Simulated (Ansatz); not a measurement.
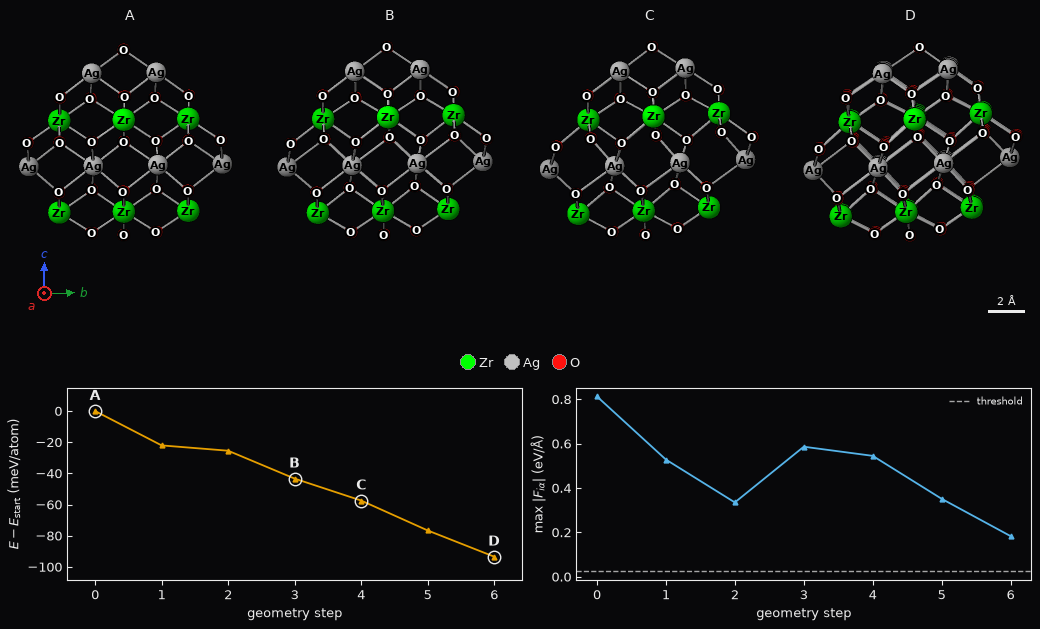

Frames of a relaxation of a crystal of ZrAgO4 (a generated structure, set up in P1) (coarse preliminary run), marked on the history of the run. A ball-and-stick model of the atoms within 5.8 Å of the atom that moves most (axes of the cell of the calculation), seen along the a axis.

Computed with DFT PBE, scalar-relativistic, plane waves, PAW (Ansatz 0.2.0).

Input
```yaml
crystal:
  lattice:
    - [3.6315742994, 0.0473748024, 0.0228615751]
    - [0.0473748024, 3.5916903012, 0.0252738268]
    - [0.0647594, 0.0715925239, 10.3086403598]
  atoms:
    - { symbol: Zr, position: [-0.0067342622, -0.0041152118, -0.0017656814] }
    - { symbol: Zr, position: [-0.0077937249, -0.0031703671, 0.5015243332] }
    - { symbol: Ag, position: [0.5014588592, 0.4988271338, 0.2517581432] }
    - { symbol: Ag, position: [0.5170653916, 0.524543357, 0.7524702119] }
    - { symbol: O, position: [0.5117583547, 0.009790816, 0.1230652091] }
    - { symbol: O, position: [0.4859261972, -0.0090085184, 0.6101848632] }
    - { symbol: O, position: [-0.0014898189, 0.5021934505, 0.3896059919] }
    - { symbol: O, position: [0.0051449335, 0.5018225877, 0.8804093787] }
    - { symbol: O, position: [0.4827978674, -0.0058763885, 0.376560659] }
    - { symbol: O, position: [0.4966459165, 0.0007315071, 0.8797435027] }
    - { symbol: O, position: [0.0111073305, 0.479586349, 0.1151795958] }
    - { symbol: O, position: [0.0041129554, 0.5046752847, 0.6212637925] }
basis:
  ecutwfc: 420
kpoints:
  mp_grid: { grid: [6, 6, 2] }
hamiltonian:
  xc: pbe
scf:
  occupations: { method: gaussian, width: 0.2 }
  lower_state_search: "off"
output:
  forces: true
  stress: true
  eigenvalues: true
relax:
  adjacent_minimum: "off"
  f_tol: 0.025
  max_steps: 60
  cell: { stress_tol: 0.25 }
```

Run as
```bash
ansatz run input.yaml --threads 1 --pin off --max-ram 2048MiB --backend cpu --events-out ev --progress --plain --runs-dir out
```

> Describe the path.

The run was cut off at its time limit before the relaxation converged, so the last structure is only a point on the way. After 6 geometry steps the energy has fallen by 93.4 meV per atom. Largest force component: 0.81 eV/Å at the start, 0.18 eV/Å at the end. Pressure: 8.50 GPa at the start and −0.49 GPa at the end. O10 moves most relative to the cell: 0.50 Å roughly along [3 3 1]. By element the largest moves are O 0.50 Å, Zr 0.37 Å, Ag 0.09 Å. The volume changes by +5.2 %, with a 3.632 → 3.709 Å (+2.1 %), b 3.592 → 3.658 Å (+1.8 %), c 10.309 → 10.496 Å (+1.8 %), α 89.2° → 83.3°, β 89.3° → 91.9°, γ 88.5° → 89.7°. Some distances before and after: Ag4–O10 2.170 → 2.805 Å, Ag3–O7 2.300 → 2.756 Å, Ag3–O11 2.312 → 2.763 Å, Ag4–O6 2.436 → 2.858 Å. Bond angles that change, for instance: Zr1–O5–Ag3 111.6° → 97.6°, Zr1–O8–Ag4 107.2° → 120.9°, Zr1–O5–Ag3 110.5° → 124.0°. The space group stays P1 (No. 1). The run took 5.2 min on 1 thread of Intel(R) Xeon(R) Platinum 8488C (Sapphire Rapids), on a shared host, peak memory 0.62 GiB. From step 0 to 3: O10 moves most (0.26 Å), volume +3.7 %, energy −43.3 meV per atom. From step 3 to 4: O10 moves most (0.20 Å), energy −14.1 meV per atom. From step 4 to 6: O5 moves most (0.38 Å), volume +1.4 %, energy −36.0 meV per atom.

```tsv
step	E − E(0), meV/atom	largest force component, eV/Å	pressure, GPa	volume, Å³/atom
0	0.00	0.8127	8.50	11.202
1	-22.03	0.5283	-0.64	11.660
2	-25.45	0.3352	-0.45	11.651
3	-43.34	0.5863	0.60	11.616
4	-57.42	0.5451	1.97	11.620
5	-76.61	0.3515	-0.27	11.754
6	-93.42	0.1834	-0.49	11.779
```
